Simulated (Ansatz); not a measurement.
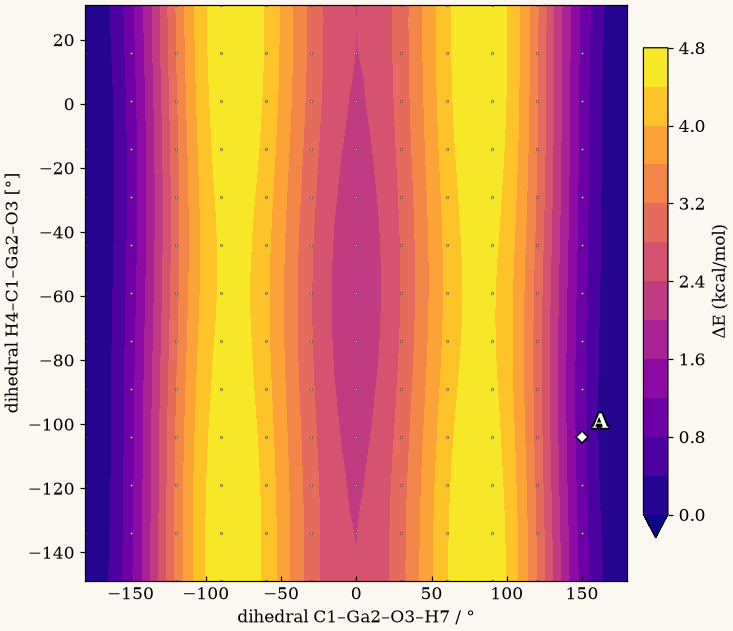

CH4GaO, SMILES [CH3][Ga][OH], spin multiplicity 2. 
- Coordinates scanned: (1) dihedral C1–Ga2–O3–H7; (2) dihedral H4–C1–Ga2–O3.
- Nothing is relaxed (all other coordinates rigid).
- Grid: 12 × 13 points.
- Energies are in kcal/mol, from the lowest grid point.
- Computed with Ansatz 0.2.0, UKS PBE0-D4/def2-TZVP.

Drawn: filled contours, dots at the grid points, the point A. Between grid points the surface is interpolated.

Question: Is A at rest? If not, where is it pushed?

Answer: A, at dihedral C1–Ga2–O3–H7 = 150°, dihedral H4–C1–Ga2–O3 = −104°, is not a stationary point. The computed force is 0.059 kcal/mol for each degree towards larger values of dihedral C1–Ga2–O3–H7 and 0.0015 kcal/mol for each degree towards larger values of dihedral H4–C1–Ga2–O3.
